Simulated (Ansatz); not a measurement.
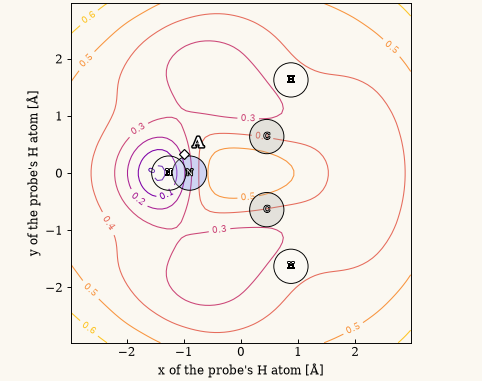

C₂H₃N (SMILES C1=CN1) with the probe H. 
- The probe is moved over a plane parallel to the molecule's main plane, 2.66 Å above it.
- Coordinates scanned: (1) x of the probe's H atom; (2) y of the probe's H atom.
- Nothing is relaxed (molecule and probe rigid).
- Grid: 19 × 19 points; 190 points were computed and 171 follow by symmetry.
- Points are written as (first, second).
- Energies are in kcal/mol, from the lowest grid point.
- Method: UKS PBE0-D4/def2-SVPD in Ansatz 0.2.0.

In the figure: contour lines labelled in kcal/mol, labelled circles for the molecule's atoms, projected on the plane, the point A. Between grid points the surface is interpolated.

Is A at rest? If not, where is it pushed?

A, at (−0.99 Å, 0.33 Å), is not a stationary point. The computed force is 0.03 eV/Å in the plane, pointing left in the picture (components −0.029 and −0.008 eV/Å).
